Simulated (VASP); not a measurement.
Band structure of Ti (hcp). All values below come from SCAN meta-GGA, VASP's PBE PAW potentials (set 64) (plane waves; VASP).

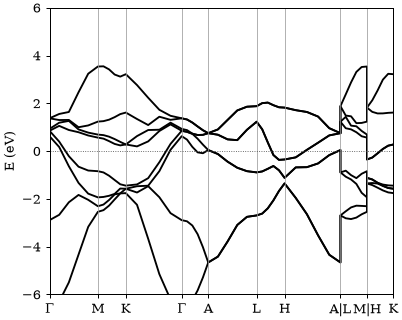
Figure. Bands along high-symmetry lines, zero at the valence-band maximum or, without a gap, the Fermi level

**Question.** Read the plot: is there a gap, and where are the band edges?

**Answer.** It has no gap at this level: it comes out as a metal or semimetal.

The compound is Ti in the hcp structure. It was relaxed first.
